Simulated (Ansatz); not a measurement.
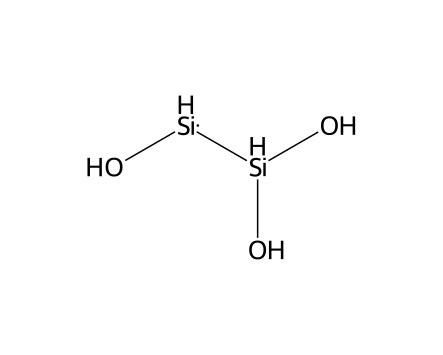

The picture comes from a calculation with Ansatz.

A structural formula. The species is neutral and a spin doublet.

Give its SMILES.

O[SiH][SiH](O)O

What is the molecular formula?

H5O3Si2.

An optimisation with PBE0-D4/def2-TZVP gave a structure of which point group?

C1. Other conformers may differ.
